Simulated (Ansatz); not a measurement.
System: LuAl3Sb4.

The calculation's input:

```
crystal:
  lattice:
    - [4.06954731, -5.77888651, 0.0]
    - [4.06954731, 5.77888651, 0.0]
    - [0.0, 0.0, 4.11450587]
  atoms:
    - { symbol: Lu, position: [0.5, 0.5, 0.0] }
    - { symbol: Al, position: [0.0, 0.5, 0.5] }
    - { symbol: Al, position: [0.5, 0.0, 0.5] }
    - { symbol: Al, position: [0.0, 0.0, 0.0] }
    - { symbol: Sb, position: [0.24944167, 0.75055833, 0.0] }
    - { symbol: Sb, position: [0.7485344, 0.7485344, 0.5] }
    - { symbol: Sb, position: [0.2514656, 0.2514656, 0.5] }
    - { symbol: Sb, position: [0.75055833, 0.24944167, 0.0] }
kpoints:
  mp_grid: { grid: [4, 4, 6] }
hamiltonian:
  xc: pbesol
scf:
  occupations: { method: fermi_dirac, width: 0.03 }
relax:
  f_tol: 0.01
  cell: {}
  max_steps: 120
output:
  write_density: true
  write_potential: true
  elf: true
  volumetric_format: npy
```

Command:

```sh
ansatz run input.yaml --threads 4 --pin off --max-ram 4608MiB --backend cpu --events-out ev --progress --plain --runs-dir out
```

Below, planes, directions and counts refer to the conventional cell (a = 8.35 Å, b = 11.55 Å, c = 4.02 Å, α = 90.00°, β = 90.00°, γ = 90.00°).

The fields are those of the run's last geometry, not of the input's.

Space group Cmmm; a structure from a database of computed crystals, not necessarily the ambient phase; started from the CaCd3O4-65 prototype, which need not be the ambient phase.

Method: DFT, PBEsol, plane waves, PAW in Ansatz.

Predict the valence pseudo-density and electron localisation function between the atoms.

Answer. Al–Sb (2.75 Å): ρ is about 0.34 e/Å³ halfway; the ELF peaks at about 0.85 between the atoms.

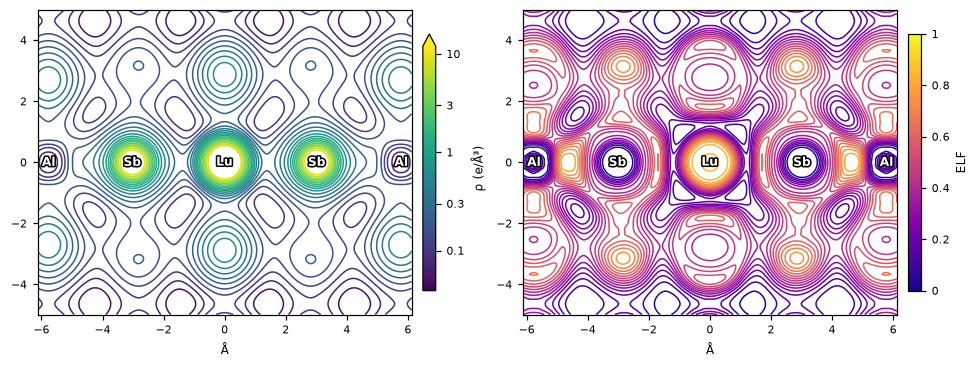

Computed valence pseudo-density and electron localisation function on the (101) plane of the conventional cell, in this order. Atoms just off the plane (Al, 0.9 Å away and Sb, 0.9 Å away) can leave unmarked features too.

In a PAW calculation such maps are meaningful between the atoms, not at the nuclei.
